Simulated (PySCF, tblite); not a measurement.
# CH₄BF₃OSi₂ (triplet), a small gas-phase stand-in for a defect centre: EPR parameters

Aim: the EPR parameters of `F[Si](F)(F)O[C]B[SiH3]`. It is drawn as: twofold C.

Programs: tblite 0.8.0 and PySCF 2.14.0. All values are calculated, for the isolated system unless a continuum is named. Atoms count from 0, parts from 1.

### Step 1. Starting point

12 atoms, charge 0, multiplicity 3; geometry: distance geometry start.

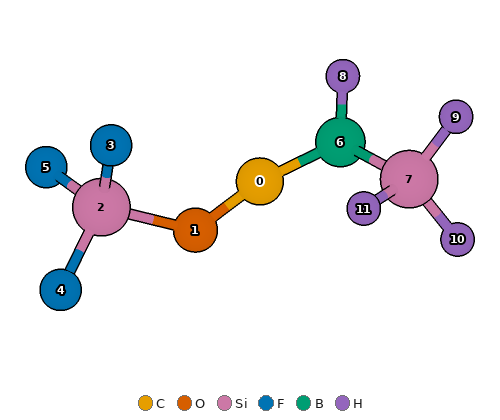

The starting geometry (carbon amber, oxygen orange, silicon pink, fluorine blue, boron teal, hydrogen purple), atoms numbered.

### Step 2. Relaxing the cluster with GFN2-xTB

The job: settings as JSON, then the geometry in Å.

```
{"job": {"kind": "relax", "xc": "GFN2-xTB", "basis": "xTB"}, "charge": 0, "multiplicity": 3}
C     -0.669249     0.686596    -0.298122
O     -1.335602     1.761966    -0.887936
Si    -1.654712     3.319927    -0.063812
F     -1.709456     3.065734     1.587523
F     -3.139513     3.893683    -0.599001
F     -0.450764     4.424426    -0.426115
B     -0.076810    -0.670985     0.155416
Si    -1.365367    -2.031255     0.700744
H      0.878430    -0.641315     0.794588
H     -0.815052    -2.836911     1.747708
H     -1.703969    -2.853497    -0.412568
H     -2.541166    -1.393318     1.184733
```

Method: GFN2-xTB geometry optimisation, gas phase.

On the command line:

```
> OMP_NUM_THREADS=1 python cluster_run.py task.json out
```

One launch serves the whole session: the jobs run in the order shown.

The program printed:

```text
step      E/eV     max force
  0    -738.71544    3.717
  1    -739.38233    2.642
  2    -740.05280    2.085
  3    -740.15545    1.051
  4    -740.18321    0.579
  5    -740.21798    0.625
  6    -740.25551    0.692
  7    -740.28529    0.372
  8    -740.29700    0.358
  9    -740.30788    0.444
 10    -740.32802    0.573
 11    -740.34513    0.521
 12    -740.36136    0.447
 13    -740.37394    0.316
 14    -740.38344    0.360
 15    -740.39437    0.475
 16    -740.40951    0.472
 17    -740.42096    0.415
 18    -740.42888    0.294
 19    -740.43790    0.352
 20    -740.44805    0.424
 21    -740.45978    0.348
 22    -740.46981    0.362
 23    -740.47817    0.219
 24    -740.48435    0.288
 25    -740.49062    0.396
 26    -740.49870    0.308
 27    -740.50800    0.218
 28    -740.51289    0.179
 29    -740.51747    0.157
 30    -740.52144    0.186
 31    -740.52753    0.246
 32    -740.53716    0.299
 33    -740.54952    0.338
 34    -740.56059    0.288
 35    -740.56930    0.160
 36    -740.57200    0.305
 37    -740.57866    0.208
 38    -740.58194    0.153
 39    -740.58878    0.207
 40    -740.59133    0.186
 41    -740.59488    0.116
 42    -740.59710    0.108
 43    -740.59869    0.156
 44    -740.59979    0.094
 45    -740.60050    0.084
 46    -740.60110    0.059
 47    -740.60165    0.087
 48    -740.60270    0.097
 49    -740.60389    0.092
 50    -740.60484    0.077
 51    -740.60541    0.052
 52    -740.60591    0.067
 53    -740.60650    0.083
 54    -740.60732    0.084
 55    -740.60822    0.106
 56    -740.60893    0.085
 57    -740.60934    0.050
 58    -740.60958    0.039
 59    -740.60980    0.039
 60    -740.61020    0.061
 61    -740.61066    0.064
 62    -740.61112    0.053
 63    -740.61145    0.040
 64    -740.61174    0.038
 65    -740.61209    0.055
 66    -740.61264    0.071
 67    -740.61348    0.115
 68    -740.61454    0.084
 69    -740.61544    0.146
 70    -740.61654    0.085
 71    -740.61752    0.079
 72    -740.61928    0.123
 73    -740.62207    0.118
 74    -740.62253    0.456
 75    -740.63648    0.295
 76    -740.64586    0.580
 77    -740.66692    0.464
 78    -740.66280    0.796
 79    -740.65061    1.162
 80    -740.67715    0.539
 81    -740.68403    0.217
 82    -740.68585    0.206
 83    -740.68847    0.166
 84    -740.69265    0.155
 85    -740.69644    0.169
 86    -740.69988    0.189
 87    -740.70181    0.144
 88    -740.70374    0.198
 89    -740.70579    0.206
 90    -740.71058    0.201
 91    -740.71456    0.180
 92    -740.71806    0.172
 93    -740.72006    0.129
 94    -740.72091    0.061
 95    -740.72128    0.048
 96    -740.72171    0.061
 97    -740.72208    0.059
 98    -740.72277    0.086
 99    -740.72351    0.088
100    -740.72436    0.077
101    -740.72500    0.053
102    -740.72542    0.042
103    -740.72568    0.042
104    -740.72590    0.040
105    -740.72616    0.040
106    -740.72648    0.054
107    -740.72684    0.049
108    -740.72713    0.041
109    -740.72726    0.025
110    -740.72730    0.014
111    -740.72732    0.008
```

Run time: 3.7 s. Hardware: 1 thread of Arm Neoverse V1, shared host.

Step by step:

| step | energy from step 0 (eV) | largest force (eV/Å) |
| --- | --- | --- |
| 0 | 0.0000 | 3.7179 |
| 4 | -1.4678 | 0.5794 |
| 8 | -1.5816 | 0.3580 |
| 12 | -1.6459 | 0.4473 |
| 16 | -1.6941 | 0.4719 |
| 20 | -1.7326 | 0.4233 |
| 24 | -1.7689 | 0.2882 |
| 28 | -1.7975 | 0.1785 |
| 32 | -1.8217 | 0.2991 |
| 36 | -1.8566 | 0.3046 |
| 40 | -1.8759 | 0.1863 |
| 44 | -1.8844 | 0.0939 |
| 48 | -1.8873 | 0.0967 |
| 52 | -1.8905 | 0.0671 |
| 56 | -1.8935 | 0.0847 |
| 60 | -1.8948 | 0.0616 |
| 64 | -1.8963 | 0.0385 |
| 68 | -1.8991 | 0.0841 |
| 72 | -1.9038 | 0.1232 |
| 76 | -1.9304 | 0.5793 |
| 80 | -1.9617 | 0.5391 |
| 84 | -1.9772 | 0.1551 |
| 88 | -1.9883 | 0.1982 |
| 92 | -2.0026 | 0.1727 |
| 96 | -2.0063 | 0.0604 |
| 100 | -2.0089 | 0.0769 |
| 104 | -2.0105 | 0.0397 |
| 108 | -2.0117 | 0.0408 |
| 111 | -2.0119 | 0.0078 |

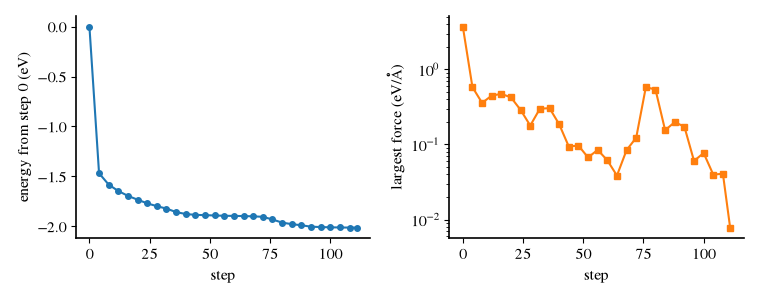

Energy and largest force along the relaxation.

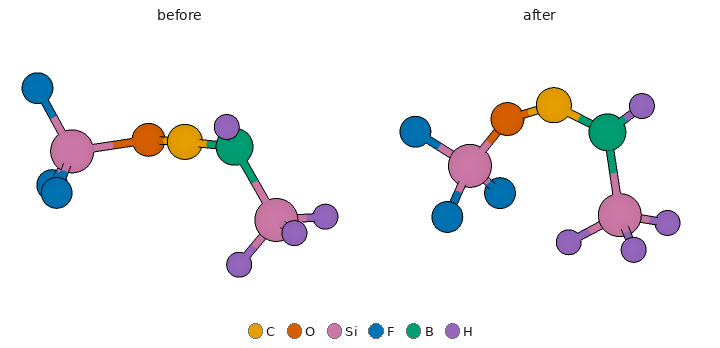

The geometry before (left) and after (right).

Close pairs (by a distance rule), those that changed most:

| bond | before (Å) | after (Å) | change (Å) |
| --- | --- | --- | --- |
| O1–Si2 | 1.791 | 1.591 | -0.200 |
| Si2–F4 | 1.679 | 1.579 | -0.100 |
| Si2–F5 | 1.674 | 1.574 | -0.099 |
| C0–O1 | 1.396 | 1.301 | -0.095 |
| Si2–F3 | 1.672 | 1.579 | -0.093 |
| C0–B6 | 1.549 | 1.462 | -0.087 |
| Si7–H11 | 1.423 | 1.473 | +0.051 |
| Si7–H10 | 1.425 | 1.472 | +0.047 |

### Step 3. Geometry optimisation at PBE0-D3(BJ)/def2-SVP

The job: settings as JSON, then the geometry in Å.

```
{"job": {"xc": "PBE0", "basis": "def2-SVP", "d3": "d3bj", "grid": 2, "kind": "geom", "shake": 0.01}, "charge": 0, "multiplicity": 3}
C      1.631306     0.255819    -0.440042
O      0.880451     1.356128    -0.410561
Si    -0.531986     2.070492    -0.154079
F     -0.964922     2.018440     1.351886
F     -1.701270     1.568129    -1.071164
F     -0.263618     3.591455    -0.499152
B      1.468021    -1.155667    -0.211244
Si    -0.317696    -1.817385     0.321837
H      2.359864    -1.878777    -0.323595
H     -0.283651    -2.637268     1.563302
H     -0.951046    -2.662210    -0.711491
H     -1.286961    -0.736741     0.601304
```

The program printed:

```text
step   0  E = -1017.97780697  max force = 0.067794
step   1  E = -1017.98639128  max force = 0.014533
step   2  E = -1017.98673611  max force = 0.003312
step   3  E = -1017.98691273  max force = 0.004773
step   4  E = -1017.98703818  max force = 0.004539
step   5  E = -1017.98719710  max force = 0.002805
step   6  E = -1017.98727747  max force = 0.001743
step   7  E = -1017.98730992  max force = 0.000673
step   8  E = -1017.98732280  max force = 0.000677
step   9  E = -1017.98733714  max force = 0.001298
step  10  E = -1017.98737452  max force = 0.002784
step  11  E = -1017.98742851  max force = 0.003004
step  12  E = -1017.98753399  max force = 0.001692
step  13  E = -1017.98761774  max force = 0.001927
step  14  E = -1017.98762900  max force = 0.000982
step  15  E = -1017.98764541  max force = 0.000843
step  16  E = -1017.98764542  max force = 0.002308
step  17  E = -1017.98766785  max force = 0.002438
step  18  E = -1017.98769747  max force = 0.001706
step  19  E = -1017.98771514  max force = 0.001424
step  20  E = -1017.98771471  max force = 0.000490
step  21  E = -1017.98772300  max force = 0.000268
optimisation converged
```

It took 6.9 min on 1 thread of Arm Neoverse V1, shared host; peak memory 0.72 GiB.

Along the way:

| step | energy from step 0 (eV) | largest force component (eV/Å) |
| --- | --- | --- |
| 0 | 0.0000 | 3.4861 |
| 1 | -0.2336 | 0.7473 |
| 2 | -0.2430 | 0.1703 |
| 3 | -0.2478 | 0.2454 |
| 4 | -0.2512 | 0.2334 |
| 5 | -0.2555 | 0.1442 |
| 6 | -0.2577 | 0.0896 |
| 7 | -0.2586 | 0.0346 |
| 8 | -0.2589 | 0.0348 |
| 9 | -0.2593 | 0.0667 |
| 10 | -0.2603 | 0.1432 |
| 11 | -0.2618 | 0.1545 |
| 12 | -0.2647 | 0.0870 |
| 13 | -0.2670 | 0.0991 |
| 14 | -0.2673 | 0.0505 |
| 15 | -0.2677 | 0.0433 |
| 16 | -0.2677 | 0.1187 |
| 17 | -0.2683 | 0.1254 |
| 18 | -0.2691 | 0.0877 |
| 19 | -0.2696 | 0.0732 |
| 20 | -0.2696 | 0.0252 |
| 21 | -0.2698 | 0.0138 |

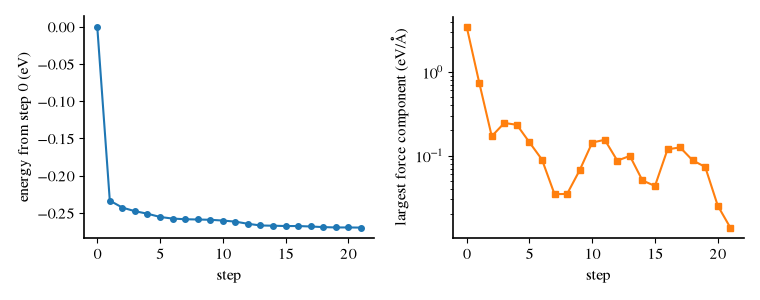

Energy and largest force along the relaxation.

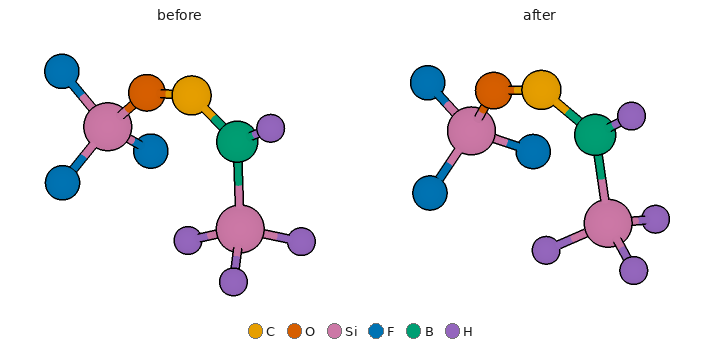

The geometry before (left) and after (right).

Close pairs (by a distance rule), those that changed most:

| bond | before (Å) | after (Å) | change (Å) |
| --- | --- | --- | --- |
| C0–B6 | 1.439 | 1.503 | +0.064 |
| B6–H8 | 1.154 | 1.208 | +0.054 |
| O1–Si2 | 1.603 | 1.651 | +0.047 |
| B6–Si7 | 1.978 | 2.025 | +0.047 |
| C0–O1 | 1.332 | 1.304 | -0.029 |
| Si7–H11 | 1.478 | 1.499 | +0.021 |
| Si7–H10 | 1.477 | 1.498 | +0.021 |
| Si2–F4 | 1.569 | 1.588 | +0.020 |

The end geometry stands in the next job.

| at the end point | value |
| --- | --- |
| point group (found at 0.08 Å tolerance) | C1 |
| rotational constants (GHz, main isotopes) | 2.390, 0.897, 0.788 |
| dipole moment (D) | 0.69 |
| ⟨S²⟩ | 2.005 |

### Step 4. EPR parameters: B3LYP/IGLO-III+pcH-1

The job: settings as JSON, then the geometry in Å.

```
{"job": {"kind": "epr"}, "charge": 0, "multiplicity": 3}
C      1.681699     0.528867    -0.244429
O      0.962174     1.603450    -0.079769
Si    -0.629862     2.038421    -0.052472
F     -1.234853     1.909725     1.408129
F     -1.464431     1.147323    -1.068665
F     -0.680218     3.558436    -0.499780
B      1.461521    -0.957251    -0.196919
Si    -0.341541    -1.783631     0.209953
H      2.416404    -1.662836    -0.417178
H     -0.182605    -3.063005     0.968246
H     -1.077697    -2.078965    -1.060782
H     -1.203067    -0.870794     1.029841
```

With the program's defaults for keys left out, this is: UKS B3LYP, IGLO-III on B C F O Si, pcH-1 on H, non-relativistic, mean-field spin-orbit, GIAO.

The program printed:

```text
UKS, coarse grid
  cycle   1  E = -1019.29441343  |g| = 7.71e-01
  cycle   2  E = -1019.04680726  |g| = 1.22e+00
  cycle   3  E = -1019.47854947  |g| = 6.41e-02
  cycle   4  E = -1019.48023079  |g| = 2.92e-02
  cycle   5  E = -1019.48071334  |g| = 1.52e-02
  cycle   6  E = -1019.48080547  |g| = 5.20e-03
  cycle   7  E = -1019.48082460  |g| = 2.05e-03
  cycle   8  E = -1019.48082811  |g| = 7.81e-04
UKS, final grid
  cycle   1  E = -1019.48076504  |g| = 1.19e-03
  cycle   2  E = -1019.48076393  |g| = 1.87e-03
  cycle   3  E = -1019.48076581  |g| = 1.57e-04
  cycle   4  E = -1019.48076582  |g| = 4.88e-05
  cycle   5  E = -1019.48076582  |g| = 2.34e-05
E = -1019.48076582 Eh   <S^2> = 2.0048 (exact 2.0000)
g shifts (ppm)      1          2          3
  rmc          -168       -168       -168
  gc             30         17        -69
  oz_so        -220        375        692
  total        -357        224        456
hyperfine (MHz)  atom isotope    a_iso     a_fc   dipolar eigenvalues
    0   13C     183.58     183.71    -61.03     15.35     45.68
    1   17O     -65.17     -65.22    -13.00     -2.28     15.28
    2  29Si     -58.26     -58.33     -5.29      1.76      3.53
    3   19F      20.52      20.52     -7.39     -6.88     14.27
    4   19F      12.14      12.13     -5.67     -4.26      9.93
    5   19F       2.28       2.29     -3.08     -0.69      3.77
    6   11B      23.83      23.85    -13.58      1.55     12.03
    7  29Si     -30.35     -30.40     -9.03      4.26      4.76
    8    1H      10.54      10.54     -6.96     -3.95     10.91
    9    1H      10.38      10.38     -1.54     -0.89      2.44
   10    1H      16.92      16.92     -1.69     -0.97      2.65
   11    1H       1.33       1.33     -2.00     -1.16      3.16
zero-field splitting (cm-1)  D = 0.4913  E = 0.0140  (spin-spin 0.4135, spin-orbit 0.0782)
```

Run time: 2.8 min. Hardware: 1 thread of Arm Neoverse V1, shared host; peak memory 1.3 GiB.

Principal g values 2.00196, 2.00254, 2.00278; g(iso) = 2.00243, against 2.00232 for a free electron.

Hyperfine couplings, nucleus by nucleus at this fixed geometry (no averaging over rotations):

| nuclei | isotope | a(iso) (MHz) | a(iso) (G, at g = 2.0023) | largest dipolar term (MHz) |
| --- | --- | --- | --- | --- |
| C0 | 13C | 183.6 | 65.5 | -61.0 |
| O1 | 17O | -65.2 | -23.3 | 15.3 |
| Si2 | 29Si | -58.3 | -20.8 | -5.3 |
| Si7 | 29Si | -30.3 | -10.8 | -9.0 |
| B6 | 11B | 23.8 | 8.5 | -13.6 |
| F3 | 19F | 20.5 | 7.3 | 14.3 |
| H10 | 1H | 16.9 | 6.0 | 2.7 |
| F4 | 19F | 12.1 | 4.3 | 9.9 |
| H8 | 1H | 10.5 | 3.8 | 10.9 |
| H9 | 1H | 10.4 | 3.7 | 2.4 |
| F5 | 19F | 2.3 | 0.8 | 3.8 |
| H11 | 1H | 1.3 | 0.5 | 3.2 |

Zero-field splitting: D = 0.491 cm⁻¹ (spin-spin 0.413, spin-orbit 0.078), E = 0.014 cm⁻¹.

Mulliken spin populations:

| atom | value (e) |
| --- | --- |
| C0 | 1.40 |
| O1 | 0.10 |
| Si2 | 0.04 |
| F3 | 0.00 |
| F4 | 0.00 |
| F5 | 0.00 |
| B6 | 0.37 |
| Si7 | 0.05 |
| H8 | 0.00 |
| H9 | 0.01 |
| H10 | 0.02 |
| H11 | 0.00 |

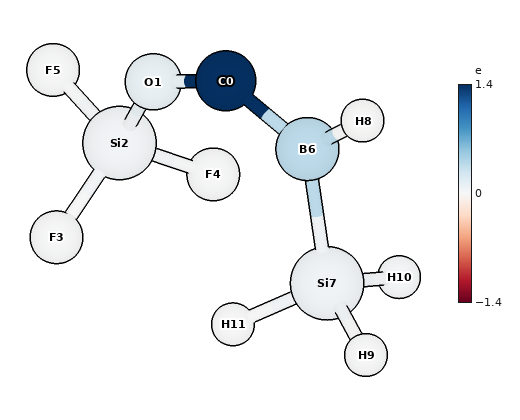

Mulliken spin populations, as colours on the atoms.

### Step 5. EPR parameters: BHandHLYP/IGLO-III+pcH-1

Settings changed since step 4:

```diff
@@ -1,2 +1,2 @@
-{"job": {"kind": "epr"}, "charge": 0, "multiplicity": 3}
+{"job": {"kind": "epr", "xc": "BHandHLYP"}, "charge": 0, "multiplicity": 3}
 C      1.681699     0.528867    -0.244429
```

Level: UKS BHandHLYP, IGLO-III on B C F O Si, pcH-1 on H, non-relativistic, mean-field spin-orbit, GIAO.

The program printed:

```text
UKS, coarse grid
  cycle   1  E = -1019.08939471  |g| = 6.82e-01
  cycle   2  E = -1019.09378382  |g| = 7.51e-01
  cycle   3  E = -1019.25328255  |g| = 4.81e-02
  cycle   4  E = -1019.25534886  |g| = 1.84e-02
  cycle   5  E = -1019.25594391  |g| = 7.70e-03
  cycle   6  E = -1019.25608885  |g| = 4.14e-03
  cycle   7  E = -1019.25611840  |g| = 2.36e-03
  cycle   8  E = -1019.25612433  |g| = 7.76e-04
UKS, final grid
  cycle   1  E = -1019.25608330  |g| = 6.11e-04
  cycle   2  E = -1019.25608342  |g| = 6.83e-04
  cycle   3  E = -1019.25608359  |g| = 1.24e-04
  cycle   4  E = -1019.25608362  |g| = 7.65e-05
  cycle   5  E = -1019.25608364  |g| = 1.82e-05
  cycle   6  E = -1019.25608364  |g| = 5.74e-06
E = -1019.25608364 Eh   <S^2> = 2.0069 (exact 2.0000)
g shifts (ppm)      1          2          3
  rmc          -168       -168       -168
  gc             30         16        -72
  oz_so        -319        387        658
  total        -457        235        418
hyperfine (MHz)  atom isotope    a_iso     a_fc   dipolar eigenvalues
    0   13C     211.50     211.64    -64.14     17.55     46.59
    1   17O     -66.68     -66.73    -12.64     -2.41     15.05
    2  29Si     -48.42     -48.48     -5.20      1.85      3.35
    3   19F      15.91      15.91     -6.17     -5.89     12.05
    4   19F       8.08       8.08     -4.72     -3.32      8.04
    5   19F       1.22       1.23     -2.62     -0.71      3.33
    6   11B      20.48      20.50    -12.61      2.61     10.00
    7  29Si     -29.92     -29.97     -8.13      3.76      4.37
    8    1H       9.52       9.53     -6.82     -3.95     10.76
    9    1H       9.12       9.12     -1.44     -0.91      2.34
   10    1H      13.45      13.45     -1.60     -1.02      2.62
   11    1H       0.20       0.20     -1.94     -1.28      3.21
zero-field splitting (cm-1)  D = 0.5082  E = 0.0200  (spin-spin 0.4624, spin-orbit 0.0458)
```

Wall time 3.3 min (1 thread of Arm Neoverse V1, shared host); peak memory 1.4 GiB.

In short: g(iso) 2.00238.

### Step 6. Run by run: EPR parameters

g, ⟨S²⟩ and isotropic hyperfine couplings (MHz), with basis size and wall time:

| run | g(iso) | ⟨S²⟩ | 13C C0 | 17O O1 | 29Si Si2 | 29Si Si7 | 11B B6 | functions | time |
| --- | --- | --- | --- | --- | --- | --- | --- | --- | --- |
| B3LYP/IGLO-III+pcH-1 | 2.00243 | 2.005 | 183.6 | -65.2 | -58.3 | -30.3 | 23.8 | 338 | 2.8 min |
| BHandHLYP/IGLO-III+pcH-1 | 2.00238 | 2.007 | 211.5 | -66.7 | -48.4 | -29.9 | 20.5 | 338 | 3.3 min |

### Step 7. Outcome

| quantity | value |
| --- | --- |
| point group | C1 |
| rotational constants (main isotopes) | 2.39, 0.90, 0.79 GHz |
| D, E (B3LYP) | 0.491, 0.014 cm⁻¹ |
| g(iso) (B3LYP) | 2.00243 |
| ⟨S²⟩ | 2.005 (exact 2.00) |
| largest a(iso) | 13C on C0, 183.6 MHz |

What this shows: The start of the PBE0/def2-SVP relaxation was shaken at random by about 0.01 Å, so part of the energy gained, and of the first lengths quoted, undoes that. Relaxing lowered the energy by 0.270 eV in 21 steps; the close pair that moved most is C0–B6, from 1.439 to 1.503 Å (PBE0/def2-SVP). C0 carries the largest spin population, 1.40 e. The isotropic g lies 0.1 ppt above the free-electron value. The coupling of 13C on C0 runs from 183.6 (B3LYP/IGLO-III+pcH-1) to 211.5 MHz (BHandHLYP/IGLO-III+pcH-1). The triplet was assumed; the singlet may lie lower. A capped cluster stands for the solid here, so long-range fields and strain are missing, and bands or shifts of the capping hydrogens have no counterpart in it.
